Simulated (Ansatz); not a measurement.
# W: pressure up to the limit of the methods, part 2 of 2

How does W (diamond type) answer strong compression? Methods of the runs shown: PAW. Its runs: cell relaxed at zero pressure (PAW); volume scaled by 1 (PAW); volume scaled by 0.92 (PAW); volume scaled by 0.84 (PAW); volume scaled by 0.76 (PAW); volume scaled by 0.68 (PAW); volume scaled by 0.6 (PAW); volume scaled by 0.52 (PAW); volume scaled by 0.45 (PAW).

Ansatz 0.2.0; DFT PBEsol; a cell built from a prototype (diamond type), not taken from measurement.

### 7 Volume scaled by 0.76, PAW

File input.yaml:

```yaml
crystal:
  lattice:
    - [0.0, 2.6272804958, 2.6272804958]
    - [2.6272804958, 0.0, 2.6272804958]
    - [2.6272804958, 2.6272804958, 0.0]
  atoms:
    - { symbol: W, position: [-0.125, -0.125, -0.125] }
    - { symbol: W, position: [0.125, 0.125, 0.125] }
kpoints:
  mp_grid: { grid: [14, 14, 14] }
  band_path:
    path:
      - [0.0, 0.0, 0.0]
      - [0.5, 0.0, 0.5]
      - [0.625, 0.25, 0.625]
      - [0.375, 0.375, 0.75]
      - [0.0, 0.0, 0.0]
      - [0.5, 0.5, 0.5]
      - [0.5, 0.25, 0.75]
      - [0.5, 0.0, 0.5]
    npoints: 8
scf:
  occupations: { method: fermi_dirac, width: 0.1 }
hamiltonian:
  xc: pbesol
  pseudopotentials: { kind: paw }
output:
  forces: true
  stress: true
  eigenvalues: true
  populations: true
  dos: { projected: true, de: 0.2, e_range: [-14, 8] }
```

The run is started by

```
$ ansatz run input.yaml --threads 1 --pin off --max-ram 2048MiB --backend cpu --events-out ev --progress --plain --runs-dir out
```

Output, shortened:

```text
[...]
Pseudopotentials: kind: paw
Pseudopotential: W, paw, valence charge 14, recommended cutoff 420 eV (normal)
Functional definition: PBEsol
[...]
Crystal: 2 atoms, lattice volume = 36.270 Å³
Basis set: ecut = 420 eV, 725 PW (Γ), exchange–correlation on 50×50×50 points (8 copies of the dense FFT grid, shifted against one another)
Bands: 18, of which v1, the nominal top of the filled ones, is band 14 counted from 1 (13 counted from 0)
Symmetry: 48 space group operations
Space group: Fd-3m (ITA 227), of the structure as read, at distance tolerance 3.3e-5 Å
k-points: 104 of 2744
[...]
SCF iter   1: F=—  HF=-20505.805387 eV  |F-HF|=—  |Δ(HF+E_count)|=         —  Δρ=9.50e-3  dr2=1.40e-2  ethr=1.77e-3  ⟨swp⟩=5.0  Hψ=9129  notcnv=0
[...]
NSCF: frozen V_eff on 57 k-points
SCF converged after 6 iterations
Free energy (F): -20505.805121 eV
[...]
E sigma→0 (E₀):  -20505.776528 eV
Entropy (-TS):   -0.057186 eV (-28.593 meV/atom)
Fermi energy:    18.400065 eV
[...]
--- Forces (eV/Å), atoms counted from 1 ---
  atom   1  W     -0.00000000     0.00000000    -0.00000000
  atom   2  W     -0.00000000     0.00000000    -0.00000000
[...]
--- Stress (GPa, compression-positive) ---
       60.234238       0.000000      -0.000000
       -0.000000      60.234238      -0.000000
        0.000000      -0.000000      60.234238
  P = ⅓ Tr σ = 60.2342 GPa (602.342 kbar)
--- Band table (eV; the first three rows and the last of 104) ---
  k-point 0: bands = ["-54.8555", "-53.8704", "-19.9465", "-19.9465", "-19.9465", "-17.9360", "-17.9360", "-17.9360", "10.8990", "15.0164", "15.0164", "16.8316", "16.8316", "16.8316", "20.3312", "20.3312", "20.3312", "25.7324"]
[...]
--- Löwdin populations: 2 sites ---
  site symbol       q [e]
     0      W     13.9690
     1      W     13.9690
  spilling = 0.002215 (of n_electrons = 28.000000)
```

Run time: 5.6 s. Hardware: 1 thread of Arm Neoverse V1, shared host; peak memory 0.33 GiB.

This run gives: pressure 60.23 GPa; no gap.

### 8 Volume scaled by 0.68, PAW

File input.yaml:

```yaml
crystal:
  lattice:
    - [0.0, 2.5316570973, 2.5316570973]
    - [2.5316570973, 0.0, 2.5316570973]
    - [2.5316570973, 2.5316570973, 0.0]
  atoms:
    - { symbol: W, position: [-0.125, -0.125, -0.125] }
    - { symbol: W, position: [0.125, 0.125, 0.125] }
kpoints:
  mp_grid: { grid: [14, 14, 14] }
scf:
  occupations: { method: fermi_dirac, width: 0.1 }
hamiltonian:
  xc: pbesol
  pseudopotentials: { kind: paw }
output:
  forces: true
  stress: true
  eigenvalues: true
  populations: true
```

The run is started by

```
$ ansatz run input.yaml --threads 1 --pin off --max-ram 2048MiB --backend cpu --events-out ev --progress --plain --runs-dir out
```

Output, shortened:

```text
[...]
[... 3 set-up lines as earlier in the session ...]
[...]
Crystal: 2 atoms, lattice volume = 32.452 Å³
Basis set: ecut = 420 eV, 609 PW (Γ), exchange–correlation on 48×48×48 points (8 copies of the dense FFT grid, shifted against one another)
Bands: 18, of which v1, the nominal top of the filled ones, is band 14 counted from 1 (13 counted from 0)
[... 1 set-up line as earlier in the session ...]
Space group: Fd-3m (ITA 227), of the structure as read, at distance tolerance 3.2e-5 Å
k-points: 104 of 2744
[...]
SCF iter   1: F=—  HF=-20503.871244 eV  |F-HF|=—  |Δ(HF+E_count)|=         —  Δρ=1.03e-2  dr2=1.53e-2  ethr=1.77e-3  ⟨swp⟩=5.0  Hψ=9184  notcnv=0
[...]
SCF iter   6: F=-20503.871891 eV  HF=-20503.871891 eV  |F-HF|=6.12e-9  |Δ(HF+E_count)|=   3.69e-8  Δρ=6.86e-6  dr2=1.11e-8  ethr=3.57e-10  ⟨swp⟩=4.3  Hψ=5963  notcnv=0
[...]
SCF converged after 6 iterations
Free energy (F): -20503.871891 eV
[...]
E sigma→0 (E₀):  -20503.849078 eV
Entropy (-TS):   -0.045625 eV (-22.813 meV/atom)
Fermi energy:    21.090497 eV
[...]
--- Forces (eV/Å), atoms counted from 1 ---
  atom   1  W     -0.00000000     0.00000000     0.00000000
  atom   2  W      0.00000000     0.00000000    -0.00000000
[...]
--- Stress (GPa, compression-positive) ---
      105.714256       0.000000       0.000000
        0.000000     105.714256       0.000000
        0.000000      -0.000000     105.714256
  P = ⅓ Tr σ = 105.7143 GPa (1057.143 kbar)
--- Band table (eV; the first three rows and the last of 104) ---
  k-point 0: bands = ["-52.4793", "-51.0544", "-17.7619", "-17.7619", "-17.7619", "-15.1800", "-15.1800", "-15.1800", "13.0542", "16.9677", "16.9677", "19.3040", "19.3040", "19.3040", "23.2467", "23.2467", "23.2467", "29.2843"]
[...]
--- Löwdin populations: 2 sites ---
  site symbol       q [e]
     0      W     13.9699
     1      W     13.9699
  spilling = 0.002153 (of n_electrons = 28.000000)
```

It took 3.8 s on 1 thread of Arm Neoverse V1, shared host; peak memory 0.32 GiB.

Read from it: pressure 105.71 GPa; no gap.

### 9 Volume scaled by 0.6, PAW

input.yaml, as its differences from that of step 8:

```diff
@@ -2,5 +2,5 @@
   lattice:
-    - [0.0, 2.5316570973, 2.5316570973]
-    - [2.5316570973, 0.0, 2.5316570973]
-    - [2.5316570973, 2.5316570973, 0.0]
+    - [0.0, 2.4282067449, 2.4282067449]
+    - [2.4282067449, 0.0, 2.4282067449]
+    - [2.4282067449, 2.4282067449, 0.0]
   atoms:
```

The run is started by

```
$ ansatz run input.yaml --threads 1 --pin off --max-ram 2048MiB --backend cpu --events-out ev --progress --plain --runs-dir out
```

Output, shortened:

```text
[...]
[... 3 set-up lines as earlier in the session ...]
[...]
Crystal: 2 atoms, lattice volume = 28.634 Å³
Basis set: ecut = 420 eV, 537 PW (Γ), exchange–correlation on 48×48×48 points (8 copies of the dense FFT grid, shifted against one another)
Bands: 18, of which v1, the nominal top of the filled ones, is band 14 counted from 1 (13 counted from 0)
[... 1 set-up line as earlier in the session ...]
Space group: Fd-3m (ITA 227), of the structure as read, at distance tolerance 3.1e-5 Å
k-points: 104 of 2744
[...]
SCF iter   1: F=—  HF=-20500.538445 eV  |F-HF|=—  |Δ(HF+E_count)|=         —  Δρ=1.48e-2  dr2=4.25e-2  ethr=1.77e-3  ⟨swp⟩=5.1  Hψ=9159  notcnv=0
[...]
SCF iter   6: F=-20500.531940 eV  HF=-20500.531940 eV  |F-HF|=5.82e-11  |Δ(HF+E_count)|=   3.61e-8  Δρ=2.45e-6  dr2=1.27e-9  ethr=1.86e-10  ⟨swp⟩=2.8  Hψ=6058  notcnv=0
[...]
SCF converged after 6 iterations
Free energy (F): -20500.531940 eV
[...]
E sigma→0 (E₀):  -20500.512981 eV
Entropy (-TS):   -0.037918 eV (-18.959 meV/atom)
Fermi energy:    24.505791 eV
[...]
--- Forces (eV/Å), atoms counted from 1 ---
  atom   1  W      0.00000000    -0.00000000     0.00000000
  atom   2  W     -0.00000000    -0.00000000     0.00000000
[...]
--- Stress (GPa, compression-positive) ---
      181.470395       0.000000       0.000000
        0.000000     181.470395       0.000000
       -0.000000      -0.000000     181.470395
  P = ⅓ Tr σ = 181.4704 GPa (1814.704 kbar)
--- Band table (eV; the first three rows and the last of 104) ---
  k-point 0: bands = ["-49.6794", "-47.5715", "-15.1712", "-15.1712", "-15.1712", "-11.8174", "-11.8174", "-11.8174", "15.7899", "19.3679", "19.3679", "22.4006", "22.4006", "22.4006", "26.9743", "26.9743", "26.9743", "33.7117"]
[...]
--- Löwdin populations: 2 sites ---
  site symbol       q [e]
     0      W     13.9668
     1      W     13.9668
  spilling = 0.002372 (of n_electrons = 28.000000)
```

It took 3.4 s on 1 thread of Arm Neoverse V1, shared host; peak memory 0.32 GiB.

This run gives: pressure 181.47 GPa; no gap.

### 10 Volume scaled by 0.52, PAW

input.yaml, as its differences from that of step 9:

```diff
@@ -2,5 +2,5 @@
   lattice:
-    - [0.0, 2.4282067449, 2.4282067449]
-    - [2.4282067449, 0.0, 2.4282067449]
-    - [2.4282067449, 2.4282067449, 0.0]
+    - [0.0, 2.3150996654, 2.3150996654]
+    - [2.3150996654, 0.0, 2.3150996654]
+    - [2.3150996654, 2.3150996654, 0.0]
   atoms:
@@ -20 +20,5 @@
   populations: true
+  write_density: true
+  write_potential: true
+  elf: true
+  volumetric_format: npy
```

The run is started by

```
$ ansatz run input.yaml --threads 1 --pin off --max-ram 2048MiB --backend cpu --events-out ev --progress --plain --runs-dir out
```

Output, shortened:

```text
[...]
[... 3 set-up lines as earlier in the session ...]
[...]
Crystal: 2 atoms, lattice volume = 24.816 Å³
Basis set: ecut = 420 eV, 531 PW (Γ), exchange–correlation on 48×48×48 points (8 copies of the dense FFT grid, shifted against one another)
Bands: 18, of which v1, the nominal top of the filled ones, is band 14 counted from 1 (13 counted from 0)
[... 1 set-up line as earlier in the session ...]
Space group: Fd-3m (ITA 227), of the structure as read, at distance tolerance 2.9e-5 Å
k-points: 104 of 2744
[...]
SCF iter   1: F=—  HF=-20494.831445 eV  |F-HF|=—  |Δ(HF+E_count)|=         —  Δρ=3.04e-2  dr2=1.71e-1  ethr=1.77e-3  ⟨swp⟩=5.3  Hψ=9052  notcnv=0
[...]
SCF iter   6: F=-20494.782244 eV  HF=-20494.782244 eV  |F-HF|=4.86e-9  |Δ(HF+E_count)|=   1.93e-8  Δρ=1.03e-5  dr2=8.87e-9  ethr=3.57e-10  ⟨swp⟩=10.9  Hψ=13422  notcnv=0
[...]
SCF converged after 6 iterations
Free energy (F): -20494.782244 eV
[...]
E sigma→0 (E₀):  -20494.766655 eV
Entropy (-TS):   -0.031177 eV (-15.589 meV/atom)
Fermi energy:    28.932193 eV
[...]
--- Forces (eV/Å), atoms counted from 1 ---
  atom   1  W      0.00000000    -0.00000000     0.00000000
  atom   2  W      0.00000000     0.00000000     0.00000000
[...]
--- Stress (GPa, compression-positive) ---
      314.382542       0.000000      -0.000000
       -0.000000     314.382542      -0.000000
       -0.000000      -0.000000     314.382542
  P = ⅓ Tr σ = 314.3825 GPa (3143.825 kbar)
--- Band table (eV; the first three rows and the last of 104) ---
  k-point 0: bands = ["-46.3134", "-43.1130", "-12.0121", "-12.0121", "-12.0121", "-7.6020", "-7.6020", "-7.6020", "19.3569", "22.4159", "22.4159", "26.3989", "26.3989", "26.3989", "31.9335", "31.9335", "31.9335", "39.4069"]
[...]
--- Löwdin populations: 2 sites ---
  site symbol       q [e]
     0      W     13.9588
     1      W     13.9588
  spilling = 0.002943 (of n_electrons = 28.000000)
```

Run time: 3.9 s. Hardware: 1 thread of Arm Neoverse V1, shared host; peak memory 0.32 GiB.

Result: pressure 314.38 GPa; no gap.

The fields are shown in the conventional cell of this run's space group, carried over from its grid by interpolation.

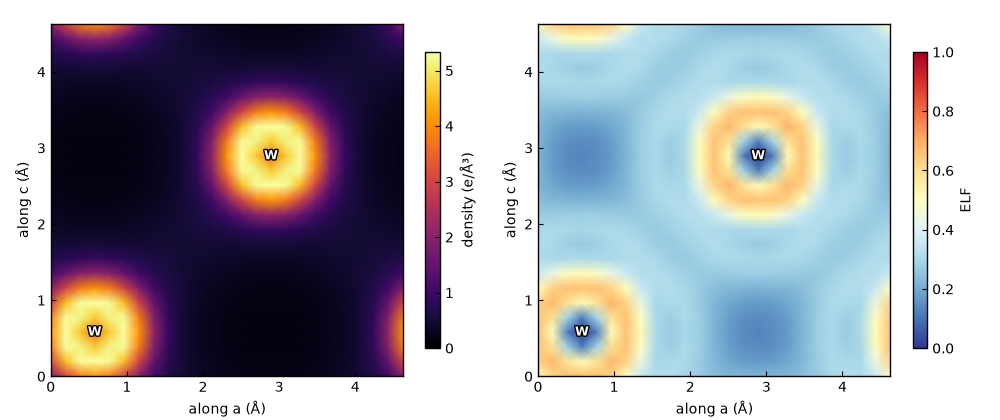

Density (left) and ELF (right) in a lattice plane of the grid's cell (edges 4.63 and 4.63 Å, at 0.125 of the third edge), which holds W. Only atoms in the plane are labelled. Both are smooth fields of the valence electrons: close to the nuclei they are not physical.

### 11 Volume scaled by 0.45, PAW

File input.yaml:

```yaml
crystal:
  lattice:
    - [0.0, 2.2061722399, 2.2061722399]
    - [2.2061722399, 0.0, 2.2061722399]
    - [2.2061722399, 2.2061722399, 0.0]
  atoms:
    - { symbol: W, position: [-0.125, -0.125, -0.125] }
    - { symbol: W, position: [0.125, 0.125, 0.125] }
kpoints:
  mp_grid: { grid: [14, 14, 14] }
  band_path:
    path:
      - [0.0, 0.0, 0.0]
      - [0.5, 0.0, 0.5]
      - [0.625, 0.25, 0.625]
      - [0.375, 0.375, 0.75]
      - [0.0, 0.0, 0.0]
      - [0.5, 0.5, 0.5]
      - [0.5, 0.25, 0.75]
      - [0.5, 0.0, 0.5]
    npoints: 8
scf:
  occupations: { method: fermi_dirac, width: 0.1 }
hamiltonian:
  xc: pbesol
  pseudopotentials: { kind: paw }
output:
  forces: true
  stress: true
  eigenvalues: true
  populations: true
  dos: { projected: true, de: 0.2, e_range: [-14, 8] }
```

The run is started by

```
$ ansatz run input.yaml --threads 1 --pin off --max-ram 2048MiB --backend cpu --events-out ev --progress --plain --runs-dir out
```

Output:

```text
[... 6 set-up lines as earlier in the session ...]
Crystal: 2 atoms, lattice volume = 21.476 Å³
Basis set: ecut = 420 eV, 411 PW (Γ), exchange–correlation on 48×48×48 points (8 copies of the dense FFT grid, shifted against one another)
Bands: 18, of which v1, the nominal top of the filled ones, is band 14 counted from 1 (13 counted from 0)
[... 1 set-up line as earlier in the session ...]
Space group: Fd-3m (ITA 227), of the structure as read, at distance tolerance 2.8e-5 Å
k-points: 104 of 2744
[... 7 set-up lines as earlier in the session ...]
SCF iter   1: F=—  HF=-20486.268201 eV  |F-HF|=—  |Δ(HF+E_count)|=         —  Δρ=5.04e-2  dr2=2.06e-1  ethr=1.77e-3  ⟨swp⟩=5.6  Hψ=9008  notcnv=0
preconditioner: auto → Kerker (q_TF=auto, 2.852 Å⁻¹)  [metal: Δε(μ)=0.032 eV  Ē_g=9.373 eV  σ=0.100 eV  W_gap=0.08  n_scr=14 (ndim 8)  ℏωp=27.8 eV  f_vac=0.000  D(μ)=0.99/eV (n_scr^D=14)]
SCF iter   2: F=—  HF=-20486.235381 eV  |F-HF|=—  |Δ(HF+E_count)|=   3.28e-2  Δρ=2.83e-2  dr2=6.96e-2  ethr=7.35e-4  ⟨swp⟩=1.1  Hψ=2712  notcnv=0
SCF iter   3: F=—  HF=-20486.215896 eV  |F-HF|=—  |Δ(HF+E_count)|=   1.95e-2  Δρ=1.30e-3  dr2=3.66e-4  ethr=2.49e-4  ⟨swp⟩=2.5  Hψ=3334  notcnv=0
SCF iter   4: F=—  HF=-20486.215905 eV  |F-HF|=—  |Δ(HF+E_count)|=   8.93e-6  Δρ=2.81e-4  dr2=8.28e-6  ethr=1.31e-6  ⟨swp⟩=2.5  Hψ=3343  notcnv=0
SCF iter   5: F=—  HF=-20486.215898 eV  |F-HF|=—  |Δ(HF+E_count)|=   6.79e-6  Δρ=5.47e-5  dr2=5.18e-7  ethr=2.96e-8  ⟨swp⟩=1.6  Hψ=2250  notcnv=0
SCF iter   6: F=-20486.215898 eV  HF=-20486.215898 eV  |F-HF|=8.48e-10  |Δ(HF+E_count)|=   6.76e-8  Δρ=1.00e-5  dr2=1.06e-8  ethr=3.57e-10  ⟨swp⟩=7.1  Hψ=8385  notcnv=0
SCF 1 converged in 6 iterations: F = -20486.215898 eV  dr2 = 1.06e-8
NSCF: frozen V_eff on 57 k-points
SCF converged after 6 iterations
Free energy (F): -20486.215898 eV
Harris-Foulkes:  -20486.215898 eV  (|F-HF|=8.48e-10)
Internal energy: -20486.184867 eV  (E = F + TS)
E sigma→0 (E₀):  -20486.200382 eV
Entropy (-TS):   -0.031031 eV (-15.516 meV/atom)
Fermi energy:    34.053502 eV
--- Per-component energies (eV) ---
  E_band       = 115.311161
  E_kinetic    = 992.013499
  E_local      = -1124.766281  (includes V_loc(G=0)·N_el)
  E_nonlocal   = 41.694087
  E_hartree    = 492.975876
  E_xc         = -551.800331
  E_vxc        = -504.782147  (∫ρ·V_xc dr)
  E_paw        = -16891.111080  (= ΣΔE_a)
  E_vpaw       = -274.800843  (= ΣTr[D̂ρ^β])
  E_aug_tail   = -0.000146  (compensation charges beyond the density's cutoff)
  E_ewald      = -3445.634075
  E_core_change = 0.443584  (= ΣΔE_core)
  E_smearing   = -0.031031  (= −TS)
  E_closure    = -0.000000  (closes the sum)
  Σ components = -20486.215898   (vs F -20486.215898, Δ=0.00e0)
--- Forces (eV/Å), atoms counted from 1 ---
  atom   1  W      0.00000000    -0.00000000     0.00000000
  atom   2  W     -0.00000000    -0.00000000    -0.00000000
  max |Σ_I F_I| component: 1.85e-16 eV/Å
--- Stress (GPa, compression-positive) ---
      527.631730       0.000000       0.000000
       -0.000000     527.631730       0.000000
        0.000000      -0.000000     527.631730
  P = ⅓ Tr σ = 527.6317 GPa (5276.317 kbar)
--- Band table (eV; the first three rows and the last of 104) ---
  k-point 0: bands = ["-42.7498", "-38.0229", "-8.5887", "-8.5887", "-8.5887", "-2.9254", "-2.9254", "-2.9254", "23.4788", "25.8611", "25.8611", "30.9850", "30.9850", "30.9850", "37.8537", "37.8537", "37.8537", "45.6069"]
  k-point 1: bands = ["-42.7129", "-38.0779", "-8.6334", "-8.6334", "-8.5851", "-2.8846", "-2.8592", "-2.8592", "23.7000", "25.7705", "25.7705", "30.9023", "31.2260", "31.2260", "37.1782", "37.6700", "37.6700", "45.5959"]
  k-point 2: bands = ["-42.6046", "-38.2364", "-8.7537", "-8.7537", "-8.5804", "-2.7598", "-2.6791", "-2.6791", "24.3126", "25.5970", "25.5970", "30.7286", "31.7477", "31.7477", "35.5448", "37.2577", "37.2577", "45.6176"]
  k-point 103: bands = ["-40.6190", "-40.6190", "-10.2175", "-10.2175", "-5.2291", "-5.2291", "-0.5150", "-0.5150", "23.6974", "23.6974", "29.5678", "29.5678", "33.9707", "33.9707", "35.4862", "35.4862", "41.5024", "41.5024"]
--- Löwdin populations: 2 sites ---
  site symbol       q [e]
     0      W     13.9459
     1      W     13.9459
  spilling = 0.003867 (of n_electrons = 28.000000)
```

Run time: 3.9 s. Hardware: 1 thread of Arm Neoverse V1, shared host; peak memory 0.31 GiB.

In short: pressure 527.63 GPa; no gap.

At the corners of the path (eV, zero at the Fermi level):

```csv
point,band 11,band 12,band 13,band 14,band 15,band 16,band 17
Γ,-8.19,-3.07,-3.07,-3.07,3.80,3.80,3.80
X,-5.25,-5.25,-1.21,-1.21,2.52,2.52,9.12
U,-7.09,-2.11,-0.89,-0.17,0.52,1.84,6.17
K,-7.09,-2.11,-0.89,-0.17,0.52,1.84,6.17
Γ,-8.19,-3.07,-3.07,-3.07,3.80,3.80,3.80
L,-7.12,-5.25,-5.25,-5.22,1.95,6.53,6.53
W,-4.45,-4.45,0.02,0.02,1.34,1.34,7.42
X,-5.25,-5.25,-1.21,-1.21,2.52,2.52,9.12
```

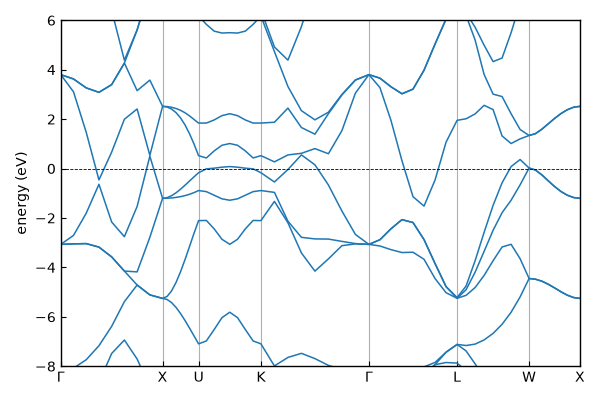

The leg U–K joins two equivalent points. Bands along the path, counted from its Fermi level.

States per cell in windows of 1 eV (zero at the Fermi level; grid of 0.20 eV, so sharp peaks spill over the borders):

```csv
from,to,total,W 5d,W 6s
-10,-9,1.33,1.22,0.06
-9,-8,1.38,1.10,0.19
-8,-7,0.99,0.84,0.10
-7,-6,0.76,0.73,0.00
-6,-5,0.53,0.51,0.00
-5,-4,0.68,0.58,0.05
-4,-3,1.74,1.39,0.21
-3,-2,1.38,1.10,0.15
-2,-1,1.29,1.05,0.12
-1,0,0.88,0.68,0.13
0,1,0.70,0.53,0.10
1,2,1.15,0.82,0.22
2,3,1.49,1.09,0.23
3,4,1.19,0.93,0.10
4,5,0.91,0.62,0.14
```

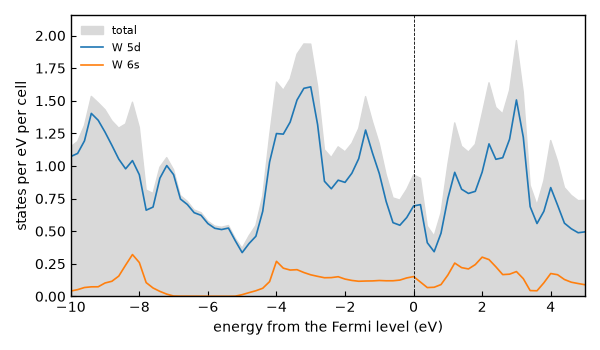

Density of states, total and projected.

### 12 Side by side

| method | volume over the first | volume (Å³/atom) | pressure (GPa) | SCF cycles, all passes |
| --- | --- | --- | --- | --- |
| PAW | 1 | 23.862 | 0.01 | 6 |
| PAW | 0.92 | 21.953 | 12.66 | 6 |
| PAW | 0.84 | 20.044 | 31.48 | 6 |
| PAW | 0.76 | 18.135 | 60.23 | 6 |
| PAW | 0.68 | 16.226 | 105.71 | 6 |
| PAW | 0.6 | 14.317 | 181.47 | 6 |
| PAW | 0.52 | 12.408 | 314.38 | 6 |
| PAW | 0.45 | 10.738 | 527.63 | 6 |

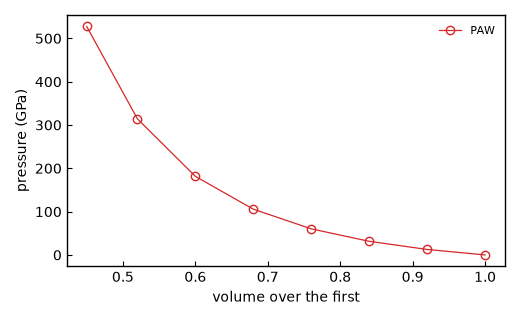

The series against volume.

### 13 Outcome

What follows sums up all 2 parts.

```
                                  quantity      value
        PAW pressure at 0.45 of the volume  527.6 GPa
fitted bulk modulus at zero pressure (PAW)    122 GPa
                   its pressure derivative       4.13
```

What this shows: At 0.45 of the starting volume PAW gives 528 GPa. A third-order Birch-Murnaghan curve fits the range only roughly (B₀ = 122 GPa, B′ = 4.13, misfit at most 3.14 GPa). A fit over so wide a range leans to the high pressures, so B₀ can be off by several per cent. No all-electron run checks these rows here, and frozen cores can fail under such compression. The ions are at rest, and the electrons smeared by 0.1 eV. Spin-orbit coupling is left out, though the cell holds W; in elements this heavy it can shift bands and gaps by tenths of an eV.
